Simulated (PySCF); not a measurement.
C5H6AlBS

Input file:

```
{"job": {"kind": "uv", "xc": "CAM-B3LYP", "basis": "def2-SVPD", "nstates": 8, "ntriplets": 3}, "charge": 0, "multiplicity": 1}
C      0.273557    -2.664099     2.559939
C      0.491293    -1.582978     2.058106
Al     0.748064     0.181425     1.284388
C      2.260582     0.974407     0.358105
C      3.173056     1.518621    -0.224613
S     -0.970146     1.568501     1.598150
B     -1.897583     1.063680     0.177953
C     -1.395320    -0.035171    -0.840114
H      0.098702    -3.610223     2.993378
H      3.976638     1.979884    -0.730012
H     -2.934840     1.582485     0.015951
H     -2.024563    -0.924801    -0.787243
H     -0.357084    -0.364631    -0.653975
H     -1.443033     0.312427    -1.872005
```

Launched as:

```sh
OMP_NUM_THREADS=1 python probes_run.py task.json out
```

Geometry: GFN2-xTB.

The calculation used CAM-B3LYP/def2-SVPD, SCF density, gas phase in PySCF.

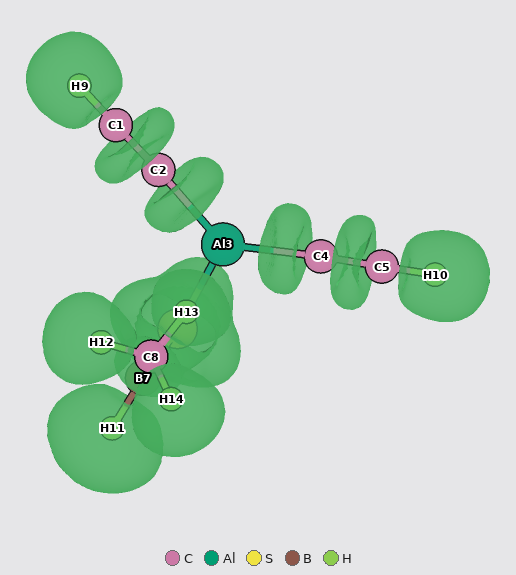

Figure 1. Isosurface of the ELF at 0.8 (green), seen across its widest extent. Core shells and regions of very low density are left out.

Identify the bonds, lone pairs and shells in this picture.

The surface consists of one region between bonded B–C atoms (shared pairs), two regions between bonded C–C atoms (shared pairs), six regions around hydrogen nuclei, two lobes of the valence shell of C pointing towards Al (polar bonds) and one region on S in which the atom's valence shell and bonds are merged. Along the contacts the grid gives the following. C–C (1.21 Å): the ELF peaks at about 0.85 between the atoms (a short, multiple covalent bond). C–B (1.58 Å): the ELF peaks at about 1 between the atoms: a shared electron pair.

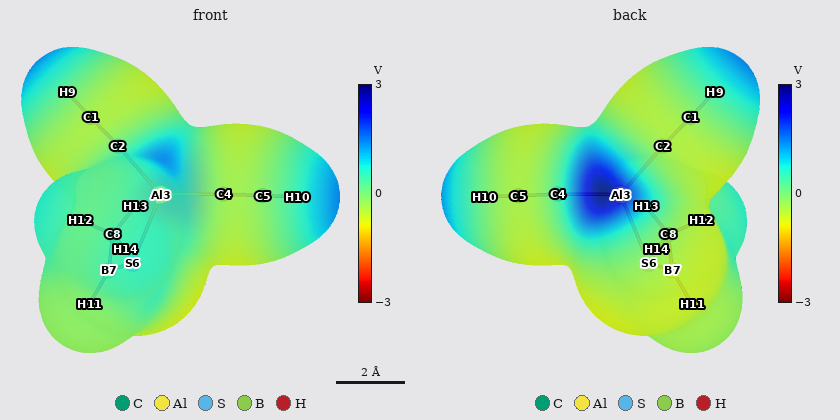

Figure 2. The electrostatic potential painted on the density surface at 0.001 e/bohr³, seen from the front and from behind; the colour scale runs from red (negative) to blue (positive).

Describe the electrostatic potential map.

The most negative region (about −0.7 V) lies over S6, the most positive (about +2.7 V) over Al3.

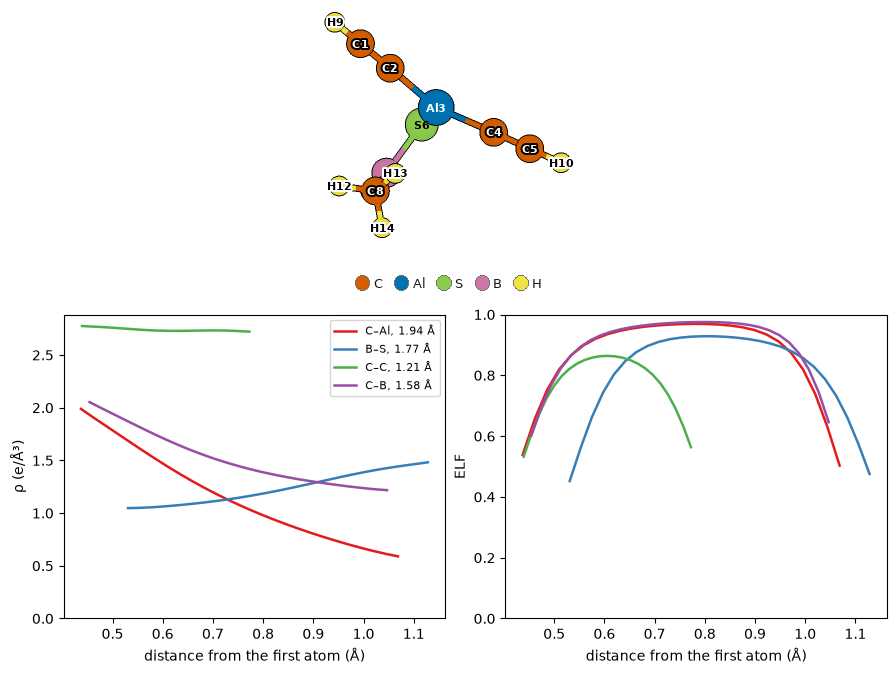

Figure 3. Electron density and ELF along straight lines between neighbouring atoms. The curves leave out the atomic cores. The structure is drawn too.

Compare the contacts.

C–Al (1.94 Å): ρ is about 0.7 e/Å³ halfway; the ELF peaks at about 0.95 between the atoms: a shared but strongly polarised pair.
B–S (1.77 Å): ρ is about 1.3 e/Å³ halfway; the ELF peaks at about 0.95 between the atoms, as expected for a covalent bond.
C–C (1.21 Å): ρ is about 2.7 e/Å³ halfway; the ELF peaks at about 0.85 between the atoms; a short, multiple covalent bond.
C–B (1.58 Å): the density is about 1.4 e/Å³ at the midpoint; the ELF peaks at about 1 between the atoms, as expected for a shared electron pair.
